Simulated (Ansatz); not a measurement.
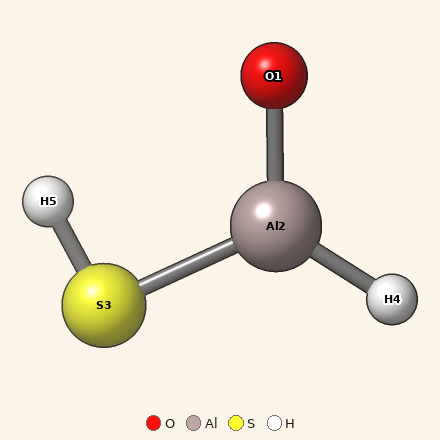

The system is AlH₂OS, SMILES [O][AlH][SH], spin multiplicity 2; the picture shows the reference structure. 
- First axis: bond length O1–Al2. Second axis: bond length Al2–H4.
- Nothing is relaxed (all other coordinates rigid).
- The grid has 13 × 13 points. At 46 points there is no value.
- Points are written as (first, second).
- All energies are given in kcal/mol relative to the lowest grid point.
- The calculation used UKS PBE-D4/def2-SVP (Ansatz 0.2.0).

Its coordinates:

```xyz
5

O    -0.9605   -0.7234    1.3522
Al   -0.5811   -0.1934   -0.2606
S     1.4132    0.7196   -0.4665
H    -1.5891   -0.3552   -1.4780
H     1.7175    0.5525    0.8529
```

Range: bond length O1–Al2 from 1.461 to 2.261 Å; bond length Al2–H4 from 1.366 to 2.224 Å.

**Predict the map.**

The lowest grid point is at (1.728 Å, 1.652 Å). The highest grid point, (2.261 Å, 2.224 Å), lies 60.9 kcal/mol above the lowest.

```
bond length Al2–H4 ↓, bond length O1–Al2 →  1.461  1.528  1.595  1.661  1.728  1.795  1.861  1.928  1.995  2.061  2.128  2.195  2.261
                                     2.224   56.0      –   31.8   27.7   26.8      –   31.1   35.0   39.7   44.7   50.1   55.5   60.9
                                     2.153   52.7      –   28.0      –   22.7      –   26.8      –   35.3      –      –      –   56.6
                                     2.081   49.2   33.4   24.2   19.8   18.6   19.8   22.5   26.3   30.9      –   41.3   46.8   52.2
                                     2.010   45.7      –   20.5      –   14.6      –   18.3      –   26.7      –   37.0      –   48.0
                                     1.938   42.4      –   16.9   12.2   10.8   11.8   14.3   18.1   22.6   27.6   32.9   38.4   43.9
                                     1.867   39.5      –   13.6      –      –      –   10.8      –   19.0      –   29.2      –   40.2
                                     1.795   36.8   20.4   10.7    5.8    4.2    5.1    7.5   11.2   15.7   20.6   25.9   31.4   36.8
                                     1.724   34.7      –    8.3      –    1.7      –    4.9      –      –      –   23.3      –   34.2
                                     1.652   33.3   16.7    6.8    1.7    0.0    0.7    3.1    6.7   11.2   16.1   21.5   26.9   32.3
                                     1.581   33.1      –    6.4      –      –      –    2.5      –   10.6      –   20.8      –   31.7
                                     1.509   34.5   17.6    7.6    2.4    0.5    1.2    3.5    7.1   11.5   16.4   21.8   27.2   32.7
                                     1.438   37.9      –   10.8      –    3.7      –    6.6      –   14.6      –   24.8      –   35.7
                                     1.366   44.1   27.1   16.9   11.6    9.7   10.2   12.5   16.1   20.5      –   30.7      –   41.6
```

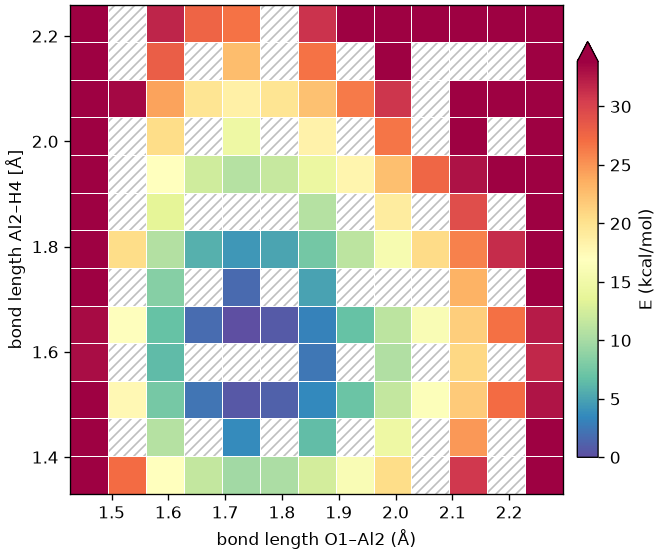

In the figure: one coloured cell a grid point, one colour for all values above the top of the scale, hatched blanks where no value was computed.

Each point was launched as `ansatz run input.yaml --threads 1 --pin off --max-ram 2560MiB --backend cpu --events-out ev --progress --plain --runs-dir out`. Time for the 123 points that were run: 19 min on 1 thread of Arm Neoverse V1, with other jobs on the host.
